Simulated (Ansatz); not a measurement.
# SiAu$_{2}$O$_{3}$: what the fields show

```yaml
crystal:
  lattice:
    - [0.00000, -5.81415, 0.00000]
    - [5.92983, 0.00000, 0.00000]
    - [0.00000, 0.00000, 5.48900]
  atoms:
    - { symbol: Si, position: [0.50000, 0.00000, 0.00000] }
    - { symbol: Si, position: [0.00000, 0.50000, 0.00000] }
    - { symbol: Au, position: [0.75000, 0.25000, 0.50000] }
    - { symbol: Au, position: [0.25000, 0.75000, 0.50000] }
    - { symbol: Au, position: [0.25000, 0.25000, 0.50000] }
    - { symbol: Au, position: [0.75000, 0.75000, 0.50000] }
    - { symbol: O, position: [0.23886, 0.00000, 0.00000] }
    - { symbol: O, position: [0.73886, 0.50000, 0.00000] }
    - { symbol: O, position: [0.76114, 0.00000, 0.00000] }
    - { symbol: O, position: [0.26114, 0.50000, 0.00000] }
    - { symbol: O, position: [0.00000, 0.00000, 0.50000] }
    - { symbol: O, position: [0.50000, 0.50000, 0.50000] }
```

Space group Cmmm; a structure from a database of computed crystals, not necessarily the ambient phase; started from the CeAl2Cu3-65 prototype, which need not be the ambient phase.

The calculation used DFT, r2SCAN+rVV10, plane waves, PAW (Ansatz).

In a PAW calculation such maps are meaningful between the atoms, not at the nuclei.

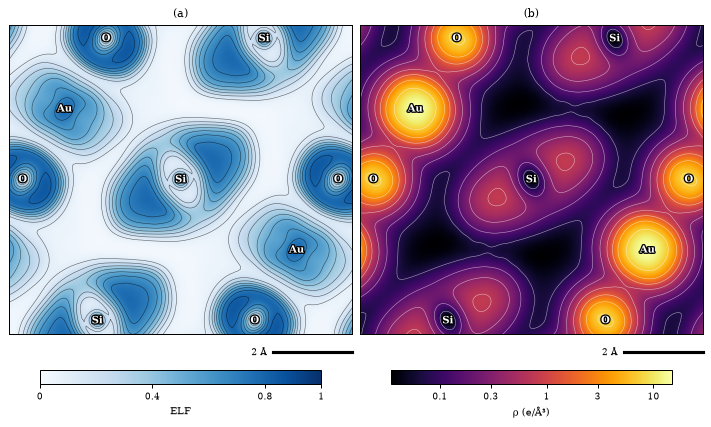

Figure 1. (a) ELF; (b) valence charge density (pseudo) on the (111) plane of the conventional cell.

What do the fields say about this system?

Answer. The section cuts through Si, Au and O sites. Atoms just off the plane (O, 0.9 Å away) can leave unmarked features too. Au–O (2.08 Å): the density is about 0.73 e/Å³ at the midpoint; the ELF peaks at about 0.80 in the valence shell of O, 0.6 Å from its nucleus, and drops to about 0.15 between the two atoms. Between the atoms the lowest density in this plane is 0.03 e/Å³. The features right at Au lie inside the PAW spheres, where the map follows smoothed inner orbitals and isn't to be read closely.

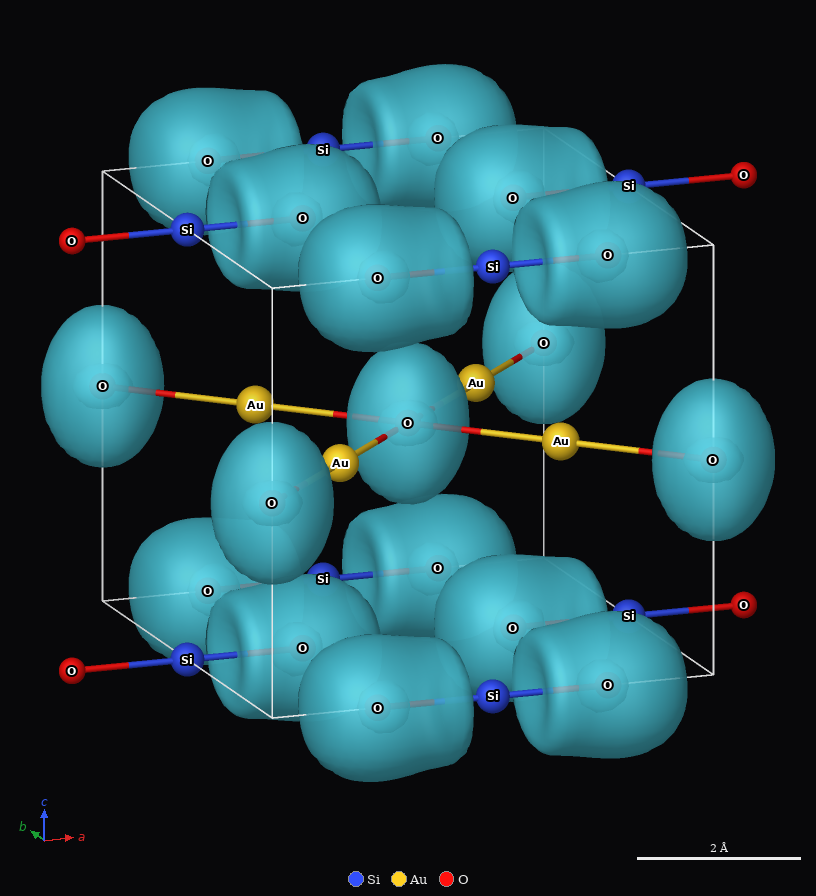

Figure 2. Isosurface of the electron localisation function at 0.65 (cyan), seen slightly off an axis. Core shells and regions of very low density are left out. Sticks mark near contacts.

What do the ELF domains correspond to?

Answer. At this value the surface marks out four regions on O in which the atom's valence shell and bonds are merged and two regions wrapped around O (the valence shell of each), counted in one cell of 12 atoms. Any copies at cell faces, edges or corners count once. Profiles from the grid: Si–O (1.52 Å): the ELF peaks at about 0.80 between the atoms; a short, strongly polar bond.
